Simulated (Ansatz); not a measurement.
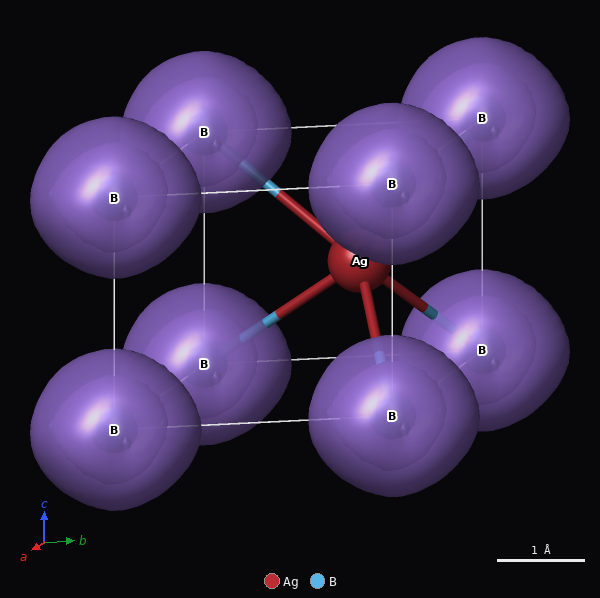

AgB. Isosurface of the ELF at 0.6 (purple), seen slightly off an axis. Only the valence region is drawn (cores and ρ < 0.01 e/Å³ removed). Sticks mark near contacts.

Space group P-6m2; a structure generated by program, which may or may not match a known phase.

Method: Ansatz, DFT PBE, scalar-relativistic, plane waves, PAW.

Core electrons are frozen (PAW), and the valence fields are smoothed inside the atomic spheres.

### Describe the localisation domains.

At this value the surface marks out one region wrapped around B (its valence shell), counted in one cell of 2 atoms. Any copies at cell faces, edges or corners count once. Profiles from the grid: Ag–B (2.35 Å): the ELF peaks at about 0.75 in the valence shell of B, 0.8 Å from its nucleus, and is about 0.30 at the midpoint.
